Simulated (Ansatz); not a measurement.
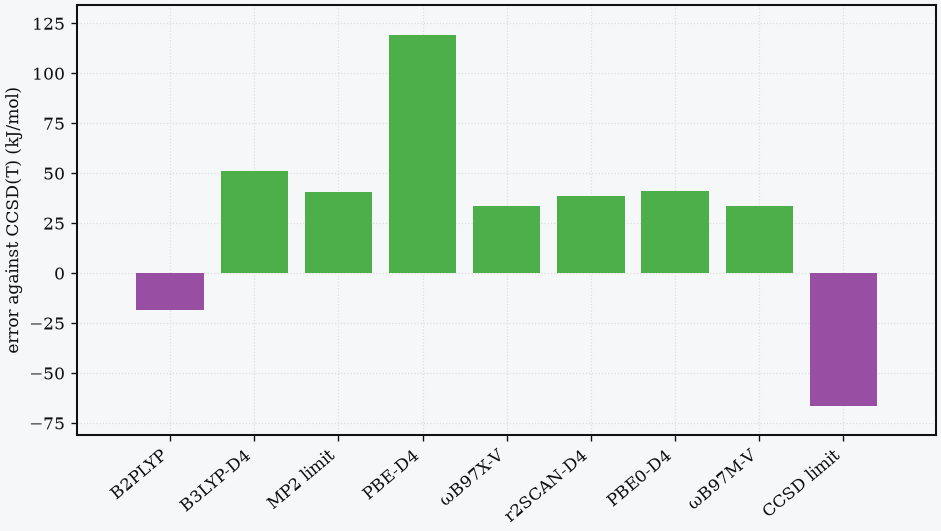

Error in the electronic atomisation energy (method less reference, so positive means overbinding) of C₂H₈BNSi, SMILES C=NB(C)[SiH3]: functionals in def2-TZVPP against frozen-core CCSD(T) at the limit (MP2 extrapolated from triple and quadruple zeta, plus CCSD(T) less MP2 in a smaller set), which gives 4801.2 kJ/mol, at a PBE0-D4/def2-TZVP geometry (no frequency check), no zero-point or spin-orbit term, the Ansatz code 0.2.0. The reference leaves out core correlation, a term that grows with the number of heavy atoms. B2PLYP holds a correlation term that converges slowly with the basis, so part of the distance to the limit is basis error. No dispersion term is added to B2PLYP. Limit means the basis limit.

**Which of these levels overbind, and which underbind?**

Overbind: B3LYP-D4, MP2 limit, PBE-D4, ωB97X-V, r2SCAN-D4, PBE0-D4 and ωB97M-V. Underbind: CCSD limit. Within 25 kJ/mol of zero, too close to call in view of what the reference leaves out: B2PLYP.

**Give the values.**

```tsv
level	kJ/mol
B2PLYP	−18.4
B3LYP-D4	51.2
MP2 limit	40.4
PBE-D4	119.2
ωB97X-V	33.5
r2SCAN-D4	38.5
PBE0-D4	40.8
ωB97M-V	33.6
CCSD limit	−66.3
```

Caveats, for all or some of the runs: one conformer of a flexible molecule.
